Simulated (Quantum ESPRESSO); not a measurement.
# Nb (Im-3m): pw.x, ph.x and EPW, part 2 of 2

The plan: phonons and Wannier functions of Nb (Im-3m), and, if the interpolated phonons are stable, its coupling and resistivity.

Quantum ESPRESSO 7.5; DFT PBEsol, scalar-relativistic, plane waves, PseudoDojo 0.4.1 norm-conserving pseudopotentials.

So far. Step 2 (Relaxation): The volume ends at 17.54 Å³ an atom, -4.8 % from the start. Step 3 (Ground state): The Fermi level lies at 18.38 eV and the pressure is -0.042 GPa.

## Step 4: Phonons on the coarse mesh (continued)

Frequencies at the irreducible wavevectors:

```
  q1    q2     q3  star  mode 1 (cm⁻¹)  mode 2 (cm⁻¹)  mode 3 (cm⁻¹)
   0     0      0     1           -5.2           -5.2           -5.2
   0     0   0.25    12           69.4           94.9          139.6
   0     0   -0.5     6          136.5          169.1          181.9
   0  0.25   0.25    24          121.9          122.5          199.5
0.25  0.25   0.25     2          172.4          172.4          172.4
0.25  0.25  -0.25     6          110.3          110.3          202.2
0.25  -0.5   -0.5    12          126.1          187.4          194.3
-0.5  -0.5   -0.5     1          216.6          216.6          216.6
```

The lowest mode off the zone centre lies at 69.4 cm⁻¹ and the highest of all solved modes at 217 cm⁻¹, so the solved wavevectors are stable. The acoustic modes at the centre lie within 5.2 cm⁻¹ of zero before the sum rule is imposed.

## Step 5: Bands for the check

Bands on a path serve later as the test of the Wannier interpolation; inside the frozen window, points that lie on the coarse mesh match by construction, and those between them test it.

Contents of bands.in:

```
 &control
    calculation='bands',
    prefix='x',
    outdir='./tmp',
    pseudo_dir='./pseudo',
    verbosity='high',
 /
 &system
    ibrav=0,
    nat=1,
    ntyp=1,
    ecutwfc=82.0,
    occupations='smearing',
    smearing='mv',
    degauss=0.02,
    nbnd=29,
 /
 &electrons
    conv_thr=1.0d-10,
 /
ATOMIC_SPECIES
 Nb     92.9064  Nb.upf
CELL_PARAMETERS angstrom
    -1.636629800    1.636629800    1.636629800
     1.636629800   -1.636629800    1.636629800
     1.636629800    1.636629800   -1.636629800
ATOMIC_POSITIONS crystal
 Nb     0.000000000   0.000000000   0.000000000
K_POINTS crystal
70
 0.00000000 0.00000000 0.00000000 0.01428571
 0.02941176 -0.02941176 0.02941176 0.01428571
 0.05882353 -0.05882353 0.05882353 0.01428571
 0.08823529 -0.08823529 0.08823529 0.01428571
[the list of k-points goes on]
```

The run is started by

```
OMP_NUM_THREADS=1 mpirun -n 8 pw.x -nk 8 -in bands.in > bands.out
```

Output:

```text
[banner, memory and clock lines left out]
[...]
number of Kohn-Sham states=           29
```

Run time: 4.1 s. Hardware: 8 MPI ranks of Arm Neoverse V2, shared host; 28 s of CPU time.

## Step 6: States on the coarse mesh

Wannier functions need the states on a full uniform k mesh, and the couplings need it to be a multiple of the q mesh.

Contents of nscf.in:

```
 &control
    calculation='nscf',
    prefix='x',
    outdir='./tmp',
    pseudo_dir='./pseudo',
    verbosity='high',
 /
 &system
    ibrav=0,
    nat=1,
    ntyp=1,
    ecutwfc=82.0,
    occupations='smearing',
    smearing='mv',
    degauss=0.02,
    nbnd=29,
 /
 &electrons
    conv_thr=1.0d-11,
 /
ATOMIC_SPECIES
 Nb     92.9064  Nb.upf
CELL_PARAMETERS angstrom
    -1.636629800    1.636629800    1.636629800
     1.636629800   -1.636629800    1.636629800
     1.636629800    1.636629800   -1.636629800
ATOMIC_POSITIONS crystal
 Nb     0.000000000   0.000000000   0.000000000
K_POINTS crystal
512
 0.00000000 0.00000000 0.00000000 0.00195312
 0.00000000 0.00000000 0.12500000 0.00195312
 0.00000000 0.00000000 0.25000000 0.00195312
 0.00000000 0.00000000 0.37500000 0.00195312
[the list of k-points goes on]
```

The run is started by

```
OMP_NUM_THREADS=1 mpirun -n 8 pw.x -nk 8 -in nscf.in > nscf.out
```

Output:

```text
[banner, memory and clock lines left out]
[...]
number of Kohn-Sham states=           29
     the Fermi energy is    18.3033 ev
```

It took 29 s on 8 MPI ranks.

This step gave:

```yaml
fermi_energy: 18.30 eV
```

## Step 7: Wannier functions and couplings

Projections Nb s, p, d start 9 Wannier functions; states up to 2.5 eV over the Fermi level are frozen, and the projected functions are kept without the localisation step. Hamiltonian, force constants and couplings go to real space.

Contents of epw1.in:

```
--
 &inputepw
    prefix='x',
    outdir='./tmp',
    dvscf_dir='./save',
    elph=.true.,
    etf_mem=1,
    nbndsub=9,
    bands_skipped='exclude_bands = 1-4',
    use_ws=.true.,
    vme='wannier',
    asr_typ='crystal',
    nk1=8,
    nk2=8,
    nk3=8,
    nq1=4,
    nq2=4,
    nq3=4,
    amass(1)=92.9064,
    epwwrite=.true.,
    epwread=.false.,
    wannierize=.true.,
    num_iter=0,
    dis_win_max=58.38,
    dis_froz_max=20.878,
    proj(1)='Nb:s;p;d',
    wdata(1)='dis_num_iter = 600',
    wdata(2)='guiding_centres = .true.',
    wdata(3)='num_print_cycles = 50',
    wdata(4)='dis_mix_ratio = 0.7',
    band_plot=.true.,
    filkf='path.dat',
    filqf='path.dat',
    fsthick=100.0,
    efermi_read=.true.,
    fermi_energy=18.3784,
 /
```

The run is started by

```
OMP_NUM_THREADS=1 mpirun -n 8 epw.x -nk 8 -in epw1.in > epw1.out
```

Output:

```text
[the first part of the log is left out]
     Number of WS vectors for phonons       89
     Number of WS vectors for electron-phonon       89
     Maximum number of cores for efficient parallelization       89
     Inside velocity step 1
     Velocity matrix elements calculated
     Writing Hamiltonian, Dynamical matrix and EP vertex in Wann rep to file
     ===================================================================
     Memory usage:  VmHWM =       261Mb
                   VmPeak =       732Mb
     ===================================================================
     Using q-mesh file: path.dat
     WARNING: q-point weigths do not add up to 1 [loadqmesh_serial]
     Size of q point mesh for interpolation:         70
     Using k-mesh file: path.dat
     WARNING: k-point weigths do not add up to 1 [loadkmesh_para]
     Size of k point mesh for interpolation:         70
     Fermi energy coarse grid =  18.303321 eV
     ===================================================================
     Fermi energy is read from the input file: Ef =  18.378400 eV
     ===================================================================
     Skipping    4 occupied bands:
     The Fermi level will be determined with   5.00000 electrons
              ibndmin =     1  ebndmin =    12.425 eV
              ibndmax =     9  ebndmax =    46.936 eV
     Number of ep-matrix elements per pool :         2187 ~=   17.09 Kb (@ 8 bytes/ DP)
     We only need to compute       70 q-points
     ===================================================================
     Memory usage:  VmHWM =       261Mb
                   VmPeak =       732Mb
     ===================================================================
```

It took 4.4 min on 8 MPI ranks; 32 min of CPU time.

Numbers from this step:

| Property | Result |
| --- | --- |
| r.m.s. error of the interpolated bands from 2 eV under to 1 eV over the Fermi level | 7 meV |
| largest error in that range | 33.5 meV |
| lowest frequency on the path | -37.7 cm⁻¹ |

The electronic bands at the labelled points (eV, zero at the Fermi level; # counts the bands kept):

```
point     #1     #2     #3    #4    #5    #6
    Γ  -5.95   0.39   0.39  0.39  3.38  3.38
    H  -3.87  -3.87   5.86  5.86  5.86  9.34
    N  -3.81  -1.72   2.46  3.44  4.14  6.67
    Γ  -5.95   0.39   0.39  0.39  3.38  3.38
    P  -1.08  -1.08  -1.08  4.29  4.29  9.74
    H  -3.87  -3.87   5.86  5.86  5.86  9.34
```

The same for Wannier interpolation:

```
point     #1     #2     #3    #4    #5     #6
    Γ  -5.95   0.39   0.39  0.39  3.78   3.78
    H  -3.87  -3.87   5.86  5.86  5.86  11.96
    N  -3.81  -1.72   2.46  3.56  4.42   6.67
    Γ  -5.95   0.39   0.39  0.39  3.78   3.78
    P  -1.08  -1.08  -1.08  4.29  4.29   9.75
    H  -3.87  -3.87   5.86  5.86  5.86  11.96
```

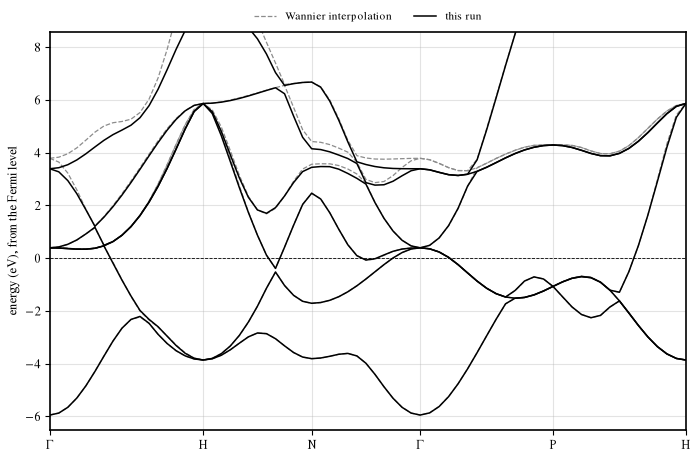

Electronic bands along the path; dashed: Wannier interpolation.

Phonon branches along the path, in cm⁻¹:

```
point  branch 1  branch 2  branch 3
    Γ         0         0         0
    H       217       217       217
    N       137       169       182
    Γ         0         0         0
    P       172       172       172
    H       217       217       217
```

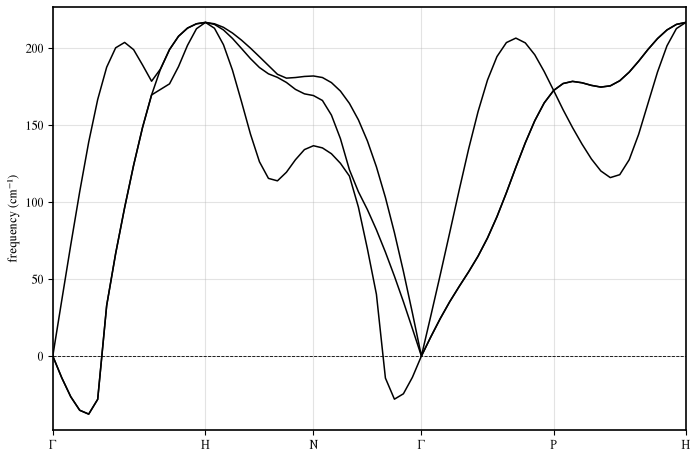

Phonon branches along the path.

Near the Fermi level the interpolated bands miss those of pw.x by 7 meV r.m.s. and 34 meV at most, each level matched to the nearest interpolated one; the r.m.s. value is under the 60 meV set for going on. The interpolated phonons go imaginary on the path, to 37.7i cm⁻¹.

## Step 8: Outcome

```
lowest solved frequency off the zone centre : 69.4 cm⁻¹
lowest interpolated frequency on the path   : -37.7 cm⁻¹
band error of the Wannier functions         : 7 meV r.m.s.
```

**Reading.** Step 7: Of the bands kept, 2 cross the Fermi level on this path. Step 7: On this path the spectrum ends at 217 cm⁻¹ (at H). Step 7: A branch goes imaginary (drawn negative), down to -37.7 cm⁻¹ between Γ and H, between computed points or near Γ, where interpolation can make such dips. Off the zone centre all modes solved on the 4×4×4 mesh are real, but the Fourier interpolation between them turns a branch imaginary, down to 37.7i cm⁻¹. Force constants of long range, as near Kohn anomalies, are cut off by so coarse a mesh; a finer q mesh is needed before couplings can be summed, so the chain stops without λ or ρ.

[The logs of pw.x and epw.x are selected lines.]

[Logs are printed without paths, hosts, clocks, repeated set-up lines and the standing remarks that a program may print on its own settings, such as how far it seeks lower states.]

[Hosts, paths, dates, database ids (printed as entryN), source tags and the programs' standing remarks are cut or masked in the printed files.]
